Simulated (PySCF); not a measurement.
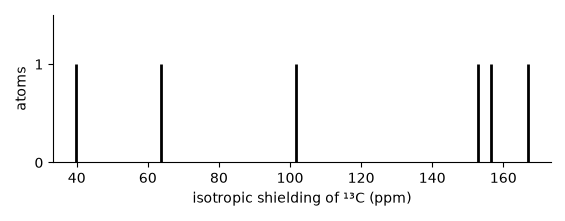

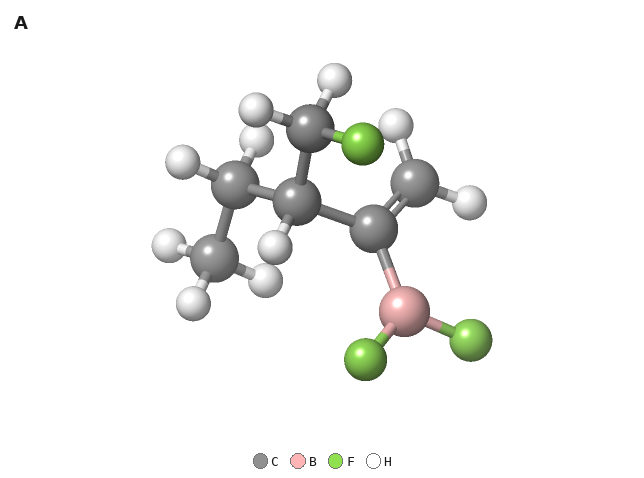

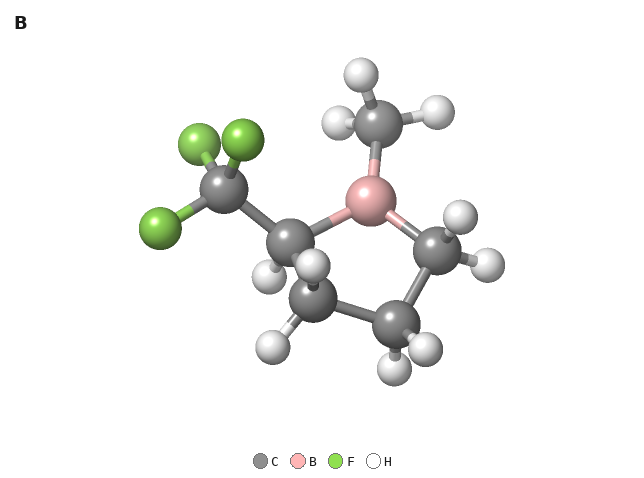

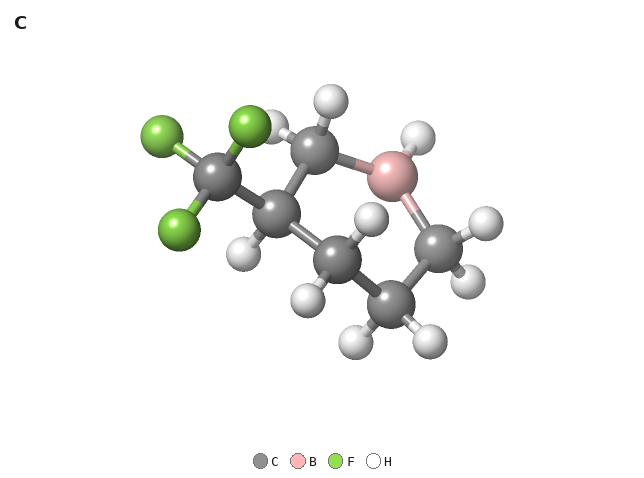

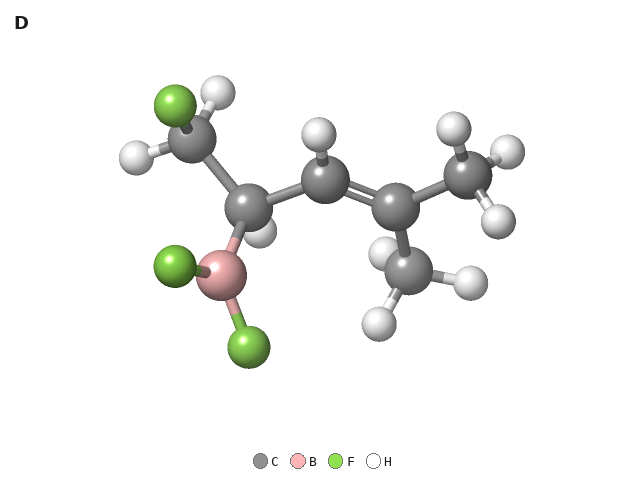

The sticks are computed shieldings of one of the molecules, for one fixed geometry (GFN2-xTB) without averaging over rotations. Low shielding means a high chemical shift. Method: GIAO PBE0/pcSseg-1 NMR shielding, non-relativistic, gas phase (PySCF 2.14.0).

### Which molecule gives this pattern?

D, `CC(C)=C[C@H](CF)B(F)F`. Its 6 C atoms give lines at 39.7, 63.7, 101.8, 152.9, 156.5, 166.9 ppm.

The geometry is semi-empirical. Around B such bond lengths and angles can be off by a tenth of an ångström or more and by several degrees, and values that hang on the shape move with them.
